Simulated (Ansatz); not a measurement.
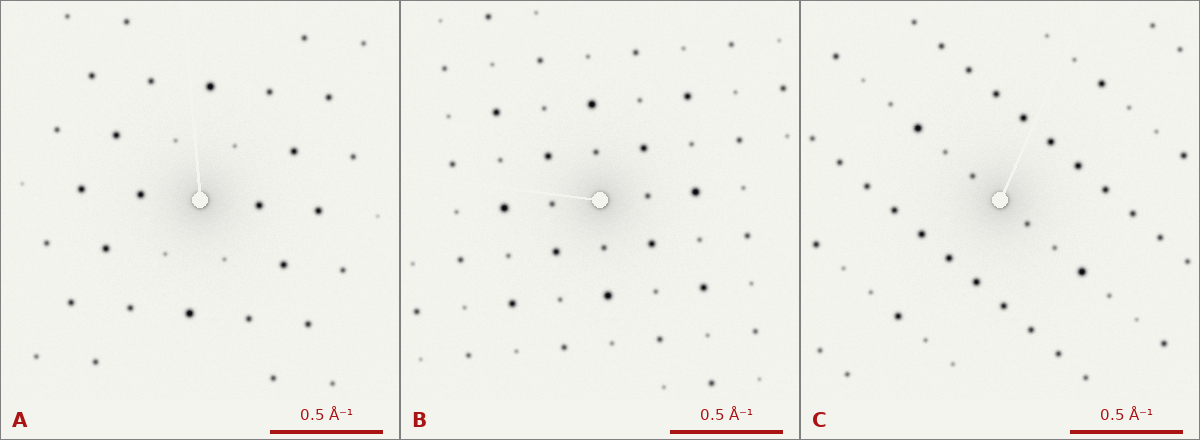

Kinematic electron diffraction patterns (300 kV, B = 0.5 Å², same scale, each along a low-index zone) of three structures of composition Pb2Se, each relaxed at zero pressure with DFT PBE, scalar-relativistic, plane waves, PAW (Ansatz).

The structures (standard cells):
1. Pn-3m (No. 224), a = 6.550 Å, 6 atoms; generated start, possibly hypothetical
2. P4_2/mnm (No. 136), a = 7.472 Å, c = 3.903 Å, 6 atoms; generated start, possibly hypothetical
3. P4_2/nmc (No. 137), a = 4.068 Å, c = 12.232 Å, 6 atoms; generated start, possibly hypothetical

> Which pattern belongs to which structure, and along which zone?

A is structure 2 along [100] or an equivalent direction: centred rectangular net of 0 2 0 at d = 3.74 Å and 0 1 1 (weak) at d = 3.46 Å, 62.4° apart (some points of this net are extinct or too weak to see). B is structure 1 along [001] or an equivalent direction: square net of 1 -1 0 at d = 4.63 Å and 1 1 0 at d = 4.63 Å, 90.0° apart (some points of this net are extinct or too weak to see). C is structure 3 along [110] or an equivalent direction: rectangular net of 0 0 2 at d = 6.12 Å and 1 -1 0 at d = 2.88 Å, 90.0° apart (some points of this net are extinct or too weak to see).

> Rank the structures by their computed energy.

Structure 3 (P4_2/nmc, 33.74 Å³ an atom) is the lowest of these; structure 2 (P4_2/mnm, 36.31 Å³ an atom) lies about 150 meV an atom higher; structure 1 (Pn-3m, 46.84 Å³ an atom) lies about 490 meV an atom higher. These are static energies at 0 K; other structures, not shown, may lie lower still.
